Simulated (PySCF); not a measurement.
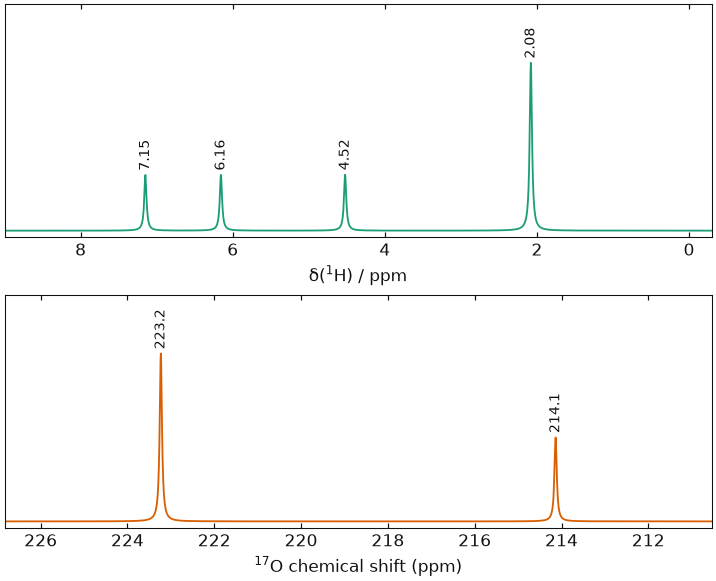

GIAO shifts, PBE0/pcSseg-1 in PySCF 2.14.0, at a GFN2-xTB geometry (no frequency check), against TMS for ¹H and H₂O for ¹⁷O computed at the same level (¹⁷O: a single water molecule, while the usual scale starts at liquid water and gives values some tens of ppm lower). Gas phase, fully decoupled, line heights follow the number of nuclei, widths are arbitrary (no quadrupolar broadening); values of one conformer, averaged over nuclei that symmetry or rotation about single bonds exchange, these motions taken as fast; other conformers aren't averaged in. Protons on N, O or S are those of the isolated molecule, without hydrogen bonds to neighbours or exchange.

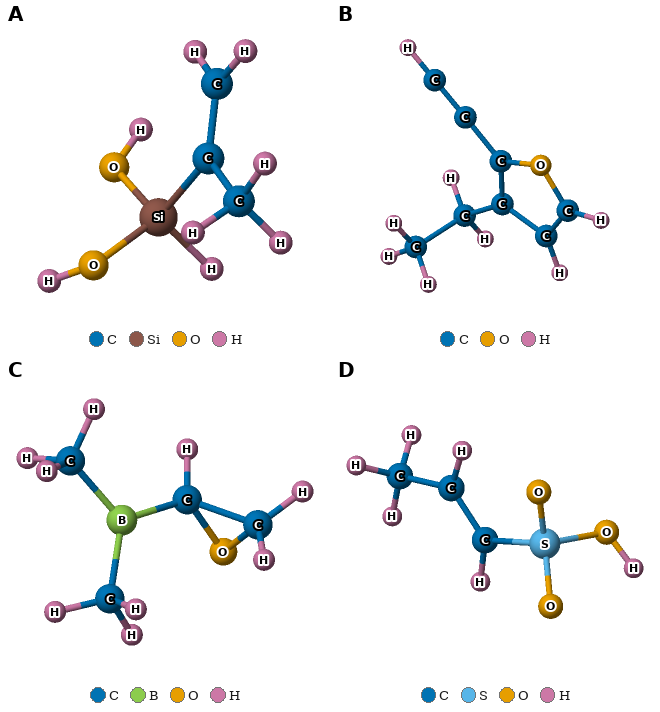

> Which molecule was computed? Choose among the lettered structures.

Structure D, C₃H₆O₃S, SMILES C/C=C/S(=O)(=O)O. Its ¹H signals: 7.15 (1 H), 6.16 (1 H), 4.52 (1 H), 2.08 (3 H) ppm. Its ¹⁷O signals: 223.2 (2 O), 214.1 (1 O) ppm.

Known limits of this run: the tight-binding geometry is rougher than a DFT one and adds to the error.
